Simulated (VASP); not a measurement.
Band structure of Tb (relaxed from the bcc structure, space group Im-3m). Computed with PBEsol GGA, VASP's PBE PAW potentials (set 64) (plane waves; VASP 6.6.1).

The 4f electrons are frozen in the core of the lanthanide potential, so 4f levels, which can set the real gap, and their magnetism are missing.

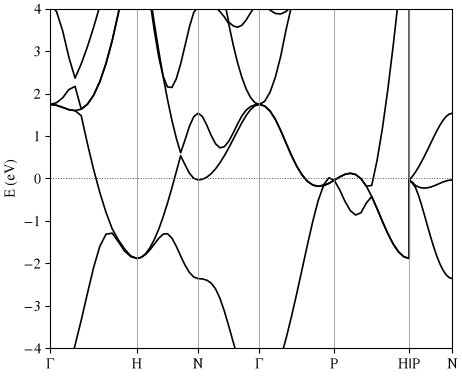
*Bands along high-symmetry lines, zero at the valence-band maximum or, without a gap, the Fermi level*

### Question
Read the plot: is there a gap, and where are the band edges?

### Answer
It has no gap at this level: it comes out as a metal or semimetal. (Edges off the drawn lines would not show.)

The structure was generated: Tb was put into the bcc type (Im-3m), which need not be its known phase. It was relaxed first, which changed the volume by -5 %.
